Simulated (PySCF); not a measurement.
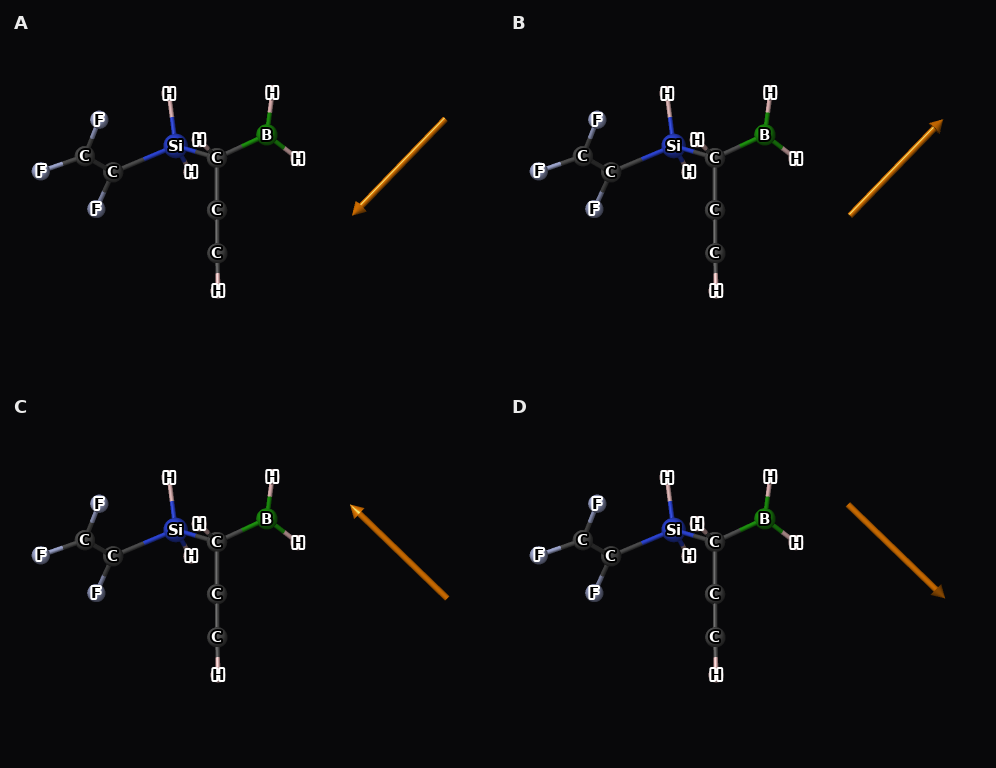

The same molecule four times, each with an arrow. The computed structure is the end point of a GFN2-xTB optimisation. No frequency run is at hand to confirm it as a minimum. Method: PBE0/pcSseg-1, gas phase (PySCF 2.14.0).

### Which arrow points along the dipole moment, from the negative to the positive end?

B. The dipole moment is 1.27 D.

The geometry is semi-empirical. Around B, Si such bond lengths and angles can be off by a tenth of an ångström or more and by several degrees, and values that hang on the shape move with them.
